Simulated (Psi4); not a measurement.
# AlGeNH4O (SMILES [NH2][GeH]1[O][AlH]1) at BHLYP/6-31G(d) (spherical functions)

Aim: the vertical ionisation energy of AlGeNH4O at BHLYP/6-31G* (spherical functions), from 2 runs. 

The results are computed with Psi4 1.11.

### 1 The system as given

AlGeNH4O: 8 atoms, total charge 0, spin state singlet. As SMILES, `[NH2][GeH]1[O][AlH]1`. The coordinates come from a PBE0-D4/def2-TZVP relaxation. This is one conformer, not always the lowest.

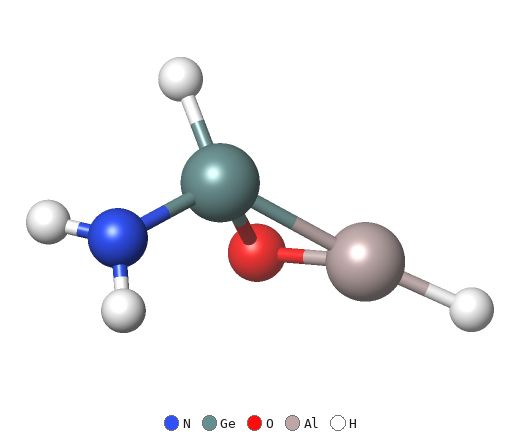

Viewed from a chosen angle; nitrogen blue, germanium teal, oxygen red, aluminium light grey, hydrogen white.

### 2 A single-point energy at BHLYP/6-31G(d) (spherical functions)

algeh4no.json

```json
{
  "schema_name": "qcschema_input",
  "schema_version": 1,
  "molecule": {
    "schema_name": "qcschema_molecule",
    "schema_version": 2,
    "symbols": ["N", "Ge", "O", "Al", "H", "H", "H", "H"],
    "geometry": [-1.89104893, 2.51409164, 0.97207512, 0.45183352, 0.00018897, 1.18466931, 2.22515251, -0.65384524, -1.85854564, 0.81541682, -3.50903244, -1.45338836, -1.25213253, 4.30177255, 1.15632342, -3.17870831, 2.40221985, -0.42726708, 2.33929197, 0.9673508, 3.18494441, 0.66461668, -6.13046052, -2.86406891],
    "molecular_charge": 0,
    "molecular_multiplicity": 1,
    "fix_symmetry": "c1",
    "fix_com": true,
    "fix_orientation": true
  },
  "driver": "energy",
  "model": {
    "method": "bhhlyp",
    "basis": "6-31G*"
  },
  "keywords": {
    "puream": true,
    "e_convergence": 1e-09,
    "d_convergence": 1e-08,
    "scf_type": "pk",
    "dft_radial_points": 99,
    "dft_spherical_points": 590,
    "scf_properties": ["QUADRUPOLE", "WIBERG_LOWDIN_INDICES", "MULLIKEN_CHARGES"]
  }
}
```

Launch:

```bash
$ psi4 --qcschema algeh4no.json -n 1 --memory 2200MB
```

stdout:

```text
[...]
  Running in c1 symmetry.
[...]
  Nuclear repulsion =  340.293350484483142
[...]
  Multiplicity = 1
[...]
  Nalpha       = 32
  Nbeta        = 32
[...]
    Number of basis functions: 86
[...]
   @RKS iter   1: -2449.96153919260087   -2.60445e+00   3.06233e-02 ADIIS/DIIS
[...]
   @RKS iter  13: -2451.43277524708310   -1.81899e-12   2.96966e-09 DIIS
[...]
    Orbital Energies [Eh]
    ---------------------
    Doubly Occupied:
       1A   -401.225398     2A    -56.991705     3A    -50.711674
       4A    -45.071297     5A    -45.070156     6A    -45.069759
       7A    -19.649302     8A    -14.783572     9A     -6.612923
      10A     -4.710800    11A     -4.708382    12A     -4.707449
      13A     -4.447497    14A     -2.912473    15A     -2.908882
      16A     -2.907521    17A     -1.384248    18A     -1.382366
      19A     -1.379228    20A     -1.377661    21A     -1.376266
      22A     -1.038895    23A     -0.948803    24A     -0.593658
      25A     -0.552583    26A     -0.474994    27A     -0.444833
      28A     -0.414619    29A     -0.395944    30A     -0.353054
      31A     -0.317277    32A     -0.262859
[...]
  @RKS Final Energy: -2451.43277524708310
   => Energetics <=
    Nuclear Repulsion Energy =            340.2933504844831418
    One-Electron Energy =               -4091.3464238294818642
    Two-Electron Energy =                1358.3969803607426456
    DFT Exchange-Correlation Energy =     -58.7766822628267605
    Empirical Dispersion Energy =           0.0000000000000000
    VV10 Nonlocal Energy =                  0.0000000000000000
    Total Energy =                      -2451.4327752470831001
[...]
 Multipole Moments:
 ------------------------------------------------------------------------------------
     Multipole            Electronic (a.u.)      Nuclear  (a.u.)        Total (a.u.)
 ------------------------------------------------------------------------------------
 L = 1.  Multiply by 2.5417464519 to convert [e a0] to [Debye]
 Dipole X            :        -28.6709118           28.1960367           -0.4748751
 Dipole Y            :         31.3065858          -31.7026124           -0.3960267
 Dipole Z            :        -12.0133983           12.0014618           -0.0119365
 Magnitude           :                                                    0.6184545
 L = 2.  Multiply by 1.3450342976 to convert [e a0^2] to [Debye ang]
 Quadrupole XX       :       -129.6260562           97.4055892          -32.2204670
 Quadrupole XY       :         95.5452474          -96.9474518           -1.4022044
[...]
  Mulliken Charges: (a.u.)
   Center  Symbol    Alpha    Beta     Spin     Total
       1     N     3.93424  3.93424  0.00000 -0.86847
       2    GE    15.79932 15.79932  0.00000  0.40137
       3     O     4.35087  4.35087  0.00000 -0.70174
       4    AL     6.22827  6.22827  0.00000  0.54346
       5     H     0.32533  0.32533  0.00000  0.34934
       6     H     0.32880  0.32880  0.00000  0.34240
       7     H     0.49794  0.49794  0.00000  0.00412
       8     H     0.53523  0.53523  0.00000 -0.07047
   Total alpha = 32.00000, Total beta = 32.00000, Total charge =  0.00000
[...]
```

The result, in JSON:

```text
{
 "driver": "energy",
 "model": {
  "method": "bhhlyp",
  "basis": "6-31G*"
 },
 "success": true,
 "return_result": -2451.432775247083,
 "properties": {
  "calcinfo_nbasis": 86,
  "calcinfo_nmo": 86,
  "calcinfo_nalpha": 32,
  "calcinfo_nbeta": 32,
  "calcinfo_natom": 8,
  "nuclear_repulsion_energy": 340.29335048448314,
  "return_energy": -2451.432775247083,
  "scf_one_electron_energy": -4091.346423829482,
  "scf_two_electron_energy": 1358.3969803607426,
  "scf_xc_energy": -58.77668226282676,
  "scf_dipole_moment": [-0.4748751023421036, -0.3960266515394757, -0.01193646355577016],
  "scf_total_energy": -2451.432775247083,
  "scf_iterations": 13
 }
}
```

Run time: 15 s. Hardware: 1 thread of Intel Xeon Platinum 8375C at 2.90GHz (Ice Lake), shared host; peak memory 1.2 GiB.

### 3 The doublet cation at the same level

calc.dat

```
memory 2200 mb

molecule mol {
  1 2
  N
  Ge 1 R2
  O 2 R3 1 A3
  Al 3 R4 2 A4 1 D4
  H 1 R5 2 A5 3 D5
  H 1 R6 5 A6 2 D6
  H 2 R7 1 A7 6 D7
  H 4 R8 3 A8 2 D8

  R2 = 1.821938
  R3 = 1.895724
  A3 = 114.68919
  R4 = 1.698618
  A4 = 80.66373
  D4 = -118.38144
  R5 = 1.009323
  A5 = 116.77169
  D5 = -82.86284
  R6 = 1.008043
  A6 = 110.6364
  D6 = -138.03046
  R7 = 1.542713
  A7 = 103.92794
  D7 = 170.9387
  R8 = 1.577325
  A8 = 138.13807
  D8 = 178.90689
  symmetry c1
}

set {
  reference uks
  puream true
  e_convergence 1e-09
  d_convergence 1e-08
  scf_type pk
  dft_radial_points 99
  dft_spherical_points 590
  maxiter 100
}

E, wfn = energy('bhhlyp/6-31G*', return_wfn=True)
oeprop(wfn, 'WIBERG_LOWDIN_INDICES', 'LOWDIN_CHARGES', 'QUADRUPOLE', title='BHHLYP')
```

Launch:

```bash
$ psi4 calc.dat calc.out -n 1
```

calc.out:

```text
[...]
  Running in c1 symmetry.
[...]
  Nuclear repulsion =  340.293310816257929
[...]
  Multiplicity = 2
[...]
  Nalpha       = 32
  Nbeta        = 31
[...]
    Number of basis functions: 86
[...]
   @UKS iter   1: -2449.82803276586219   -2.47095e+00   2.99352e-02 DIIS/ADIIS
[...]
   @UKS iter  21: -2451.13243025554084   -1.81899e-12   4.63685e-09 DIIS
[...]
   @S^2 Observed:                7.632854545E-01
[...]
    Orbital Energies [Eh]
    ---------------------
    Alpha Occupied:
       1A   -401.468133     2A    -57.237514     3A    -50.954513
       4A    -45.314948     5A    -45.312595     6A    -45.312200
       7A    -19.934760     8A    -14.986982     9A     -6.855904
      10A     -4.955316    11A     -4.950944    12A     -4.948808
      13A     -4.691790    14A     -3.155777    15A     -3.154829
      16A     -3.150952    17A     -1.627468    18A     -1.624813
      19A     -1.621564    20A     -1.620757    21A     -1.618861
      22A     -1.324542    23A     -1.146721    24A     -0.832749
      25A     -0.749110    26A     -0.724993    27A     -0.685097
      28A     -0.654497    29A     -0.626138    30A     -0.597351
      31A     -0.537453    32A     -0.517099
[...]
  @UKS Final Energy: -2451.13243025554084
   => Energetics <=
    Nuclear Repulsion Energy =            340.2933108162579288
    One-Electron Energy =               -4076.2352218860241919
    Two-Electron Energy =                1343.4209852498779583
    DFT Exchange-Correlation Energy =     -58.6115044356522787
    Empirical Dispersion Energy =           0.0000000000000000
    VV10 Nonlocal Energy =                  0.0000000000000000
    Total Energy =                      -2451.1324302555408394
  UHF NO Occupations:
  HONO-2 :   30  A 1.9994794
  HONO-1 :   31  A 1.9947350
[...]
 Multipole Moments:
 ------------------------------------------------------------------------------------
     Multipole            Electronic (a.u.)      Nuclear  (a.u.)        Total (a.u.)
 ------------------------------------------------------------------------------------
 L = 1.  Multiply by 2.5417464519 to convert [e a0] to [Debye]
 Dipole X            :          0.4674134           -1.7013434           -1.2339301
 Dipole Y            :          3.3151391           -3.3526845           -0.0375454
 Dipole Z            :          2.5150426           -1.9337371            0.5813055
 Magnitude           :                                                    1.3645179
 L = 2.  Multiply by 1.3450342976 to convert [e a0^2] to [Debye ang]
 Quadrupole XX       :       -135.7729192          113.9072547          -21.8656644
 Quadrupole XY       :        -60.6467913           63.9178073            3.2710160
[...]
```

Run time: 33 s. Hardware: 1 thread of Intel Xeon Platinum 8375C at 2.90GHz (Ice Lake), shared host; peak memory 1.2 GiB.

### 4 Outcome

Level: BHLYP/6-31G* (spherical functions).

| quantity | value |
| --- | --- |
| singlet AlGeNH4O: total energy | -2451.43278 Eh |
| singlet AlGeNH4O: dipole moment | 1.57 D |
| singlet AlGeNH4O: HOMO energy | -7.15 eV |
| singlet AlGeNH4O: LUMO energy | -0.43 eV |
| singlet AlGeNH4O: HOMO–LUMO gap | 6.72 eV |
| doublet cation: total energy | -2451.13243 Eh |
| doublet cation: HOMO energy (highest over α and β) | -13.83 eV |
| doublet cation: LUMO energy (lowest over α and β) | -9.18 eV |
| doublet cation: ⟨S²⟩ | 0.763 |
| vertical ionisation energy (to the doublet cation) | 8.173 eV |

In words: Removing an electron at fixed nuclei costs 8.17 eV (188 kcal/mol). −ε(HOMO) before ionisation, 7.15 eV, is 1.02 eV below this ionisation energy.
